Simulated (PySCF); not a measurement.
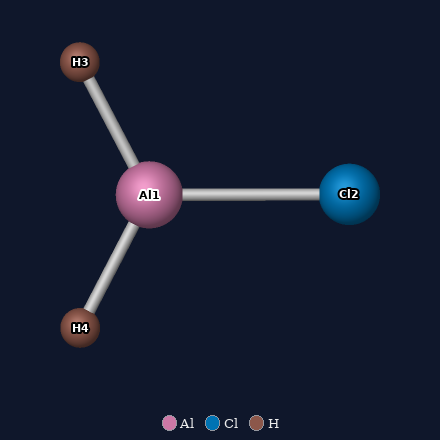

AlH₂Cl, SMILES [AlH2][Cl], singlet. Vertical core-electron binding energies by ΔSCF (PBE0, pcX-2 on the ionised atom, pcseg-1 elsewhere, spin-free X2C; PySCF 2.14.0, at a PBE0-D3(BJ)/def2-SVP geometry (no frequency check)), gas phase, against the vacuum level. One atom of each kind was ionised; within a panel, areas follow the number of like atoms and 2j + 1 (2p levels are split by first-order spin-orbit coupling, an approximation), each panel is scaled alone, Gaussians of 0.8 eV full width. Only the regions named are shown. Lines closer than the width merge in the curve.

> Predict the Al 2p, Cl 2p and Al 1s photoelectron lines.

| level | atoms | binding energy (eV) |
| --- | --- | --- |
| Al 2p1/2 | Al1 | 82.0 |
| Al 2p3/2 | Al1 | 81.6 |
| Cl 2p1/2 | Cl2 | 206.9 |
| Cl 2p3/2 | Cl2 | 205.3 |
| Al 1s | Al1 | 1566.4 |

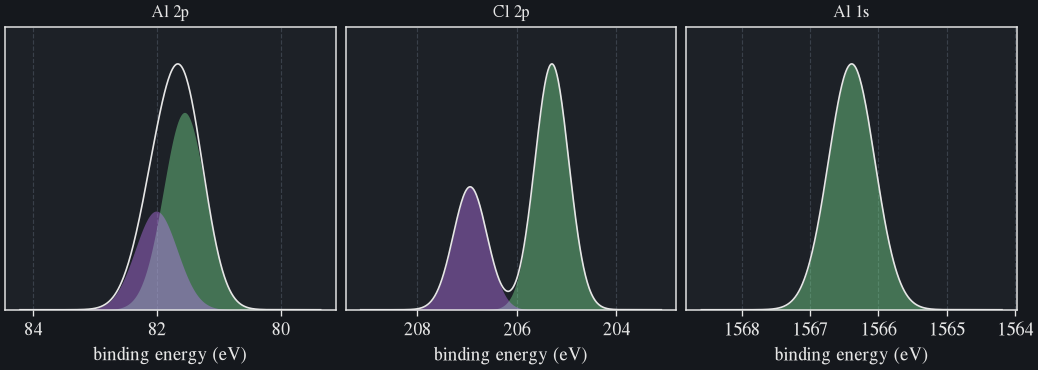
